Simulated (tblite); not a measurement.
## Geometry relaxation, with input and output: C5H13PSi2 (part 3 of 3)

C5H13PSi2, SMILES CP1CCC([SiH3])=C1[SiH3]; GFN2-xTB geometry optimisation, gas phase (tblite 0.8.0). 

Geometry of the input (Å):
```
C  2.0926  1.3583  0.9718
P  1.1759  1.2407  -0.6633
C  1.6826  -0.4413  -1.3427
C  0.8342  -1.2809  -0.4935
C  -0.4540  -0.7230  -0.1717
Si -1.9725  -1.7368  0.2325
C  -0.4992  0.6004  -0.2136
Si -1.9091  1.7374  0.1141
H  1.3609  1.2540  1.8290
H  2.5429  2.3577  1.0885
H  2.8268  0.5423  1.0875
H  2.7429  -0.6541  -1.0680
H  1.5059  -0.5039  -2.4127
H  0.6559  -2.2512  -1.0499
H  1.3719  -1.5494  0.4534
H  -2.6860  -2.0866  -0.9882
H  -1.4970  -3.0023  0.8338
H  -2.8116  -1.0468  1.2180
H  -2.9281  1.6940  -0.9500
H  -2.6135  1.3818  1.3590
H  -1.4304  3.1268  0.1656
```

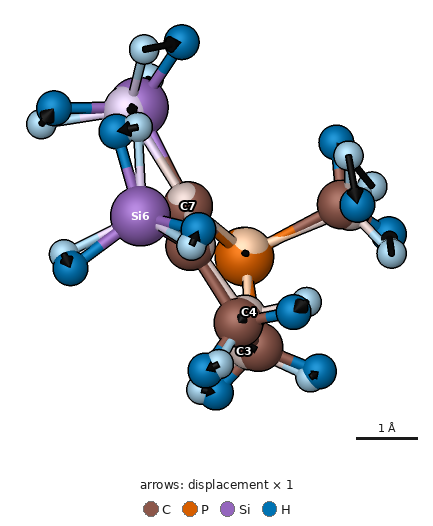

Start (faint) and end (solid) with the displacements as black arrows, at true length (ball-and-stick view, seen at a tilt). The two geometries are laid on each other by the best rigid fit. The largest move after the best rigid fit is that of H10, 1.16 Å. Largest moves by element: H 1.16 Å, Si 0.21 Å, C 0.21 Å, P 0.10 Å. Among the contacts that change: C4–C5 1.440 → 1.507 Å, C3–C4 1.465 → 1.531 Å, C1–H9 1.132 → 1.088 Å, C7–Si8 1.841 → 1.881 Å. Among the angles that change: P2–C3–C4 98.4° → 108.1°, C1–P2–C7 104.6° → 96.3°, C4–C5–Si6 124.4° → 116.5°. The energy falls by 0.711 eV in 143 geometry steps. The largest force component goes from 4.3 to 0.008 eV/Å. (Atoms are counted from 1 in the order of the input.)

### Summary

```csv
quantity,value
outcome,converged
total energy,−633.5800 eV
peak memory,0.18 GiB
```
